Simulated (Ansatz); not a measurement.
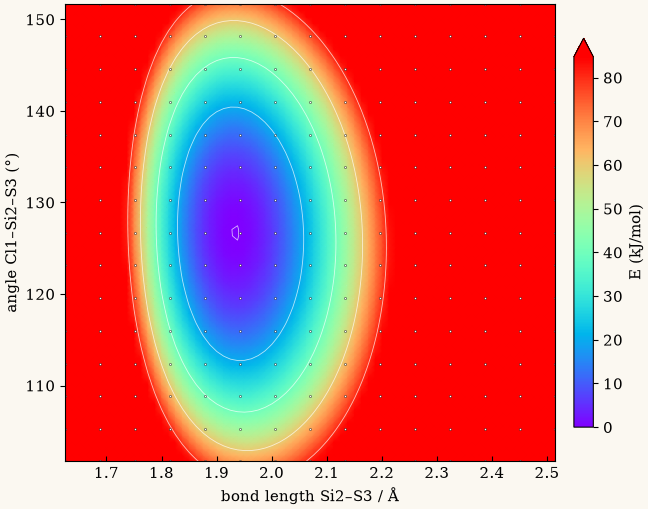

ClHSSi, SMILES S=[SiH]Cl. 
- First axis: bond length Si2–S3. Second axis: angle Cl1–Si2–S3.
- Nothing is relaxed (all other coordinates rigid).
- The scan uses a 15 × 15 grid.
- Points are written as (first, second).
- Energies: kJ/mol, counted from the lowest grid point.
- The restricted reference is unstable at some or all points, so the energies there are unreliable.
- Computed with RHF-MP2, frozen core/def2-TZVP (Ansatz 0.2.0).

Drawn: a smooth colour map with a few white contour lines, dots at the grid points, one colour for all values above the top of the scale. Between grid points the surface is interpolated.

**Estimate the position of the minimum and the force constants in these coordinates.**

The interpolated minimum is at bond length Si2–S3 ≈ 1.934 Å, angle Cl1–Si2–S3 ≈ 126.7°. The curvatures there are about 32 eV/Å² and 7 eV/rad², with a cross term of about 0.8 eV/(Å·rad). Round the minimum the two coordinates are weakly coupled (coupling 0.05 in units of the two stiffnesses). (1 eV is 96.5 kJ/mol.)
